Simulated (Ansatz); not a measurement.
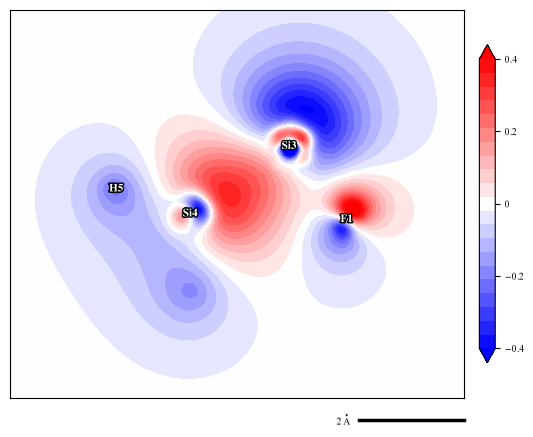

FH2NaSi2. The HOMO−1 on the plane of atoms Si3, Si4 and H5 (values in Å⁻³ᐟ²; the overall sign is arbitrary).

Geometry: B3LYP-D3(BJ)/def2-SVP.

The calculation used isolated molecule in a Gaussian basis; Kohn-Sham density functional theory, functional PBE0 (Ansatz 0.2.0).

Input

```
crystal:
  periodic: [false, false, false]
  atoms:
    - {symbol: F, position_ang: [-1.887131, -0.602748, 2.386807]}
    - {symbol: Na, position_ang: [-1.551668, -2.519999, 1.504099]}
    - {symbol: Si, position_ang: [-1.717540, 0.403493, 0.936757]}
    - {symbol: Si, position_ang: [0.239086, -0.560797, 0.317223]}
    - {symbol: H, position_ang: [1.000401, -0.329494, -0.945369]}
    - {symbol: H, position_ang: [1.091859, -1.317808, 1.310521]}
basis:
  gaussian: {orbitals: def2-TZVPD}
hamiltonian: {xc: {name: PBE0}}
output: {forces: true, orbitals: {seedname: orbitals}}
```

Launched as:

```sh
ansatz run input.yaml --threads 1 --pin off --max-ram 2610MiB --events-out events.jsonl --progress --plain --runs-dir runs
```

Question: What is the character of this orbital?

Answer: It lies mainly on Si3 (about 60 %) and Si4 (about 25 %). Its energy is −5.87 eV.
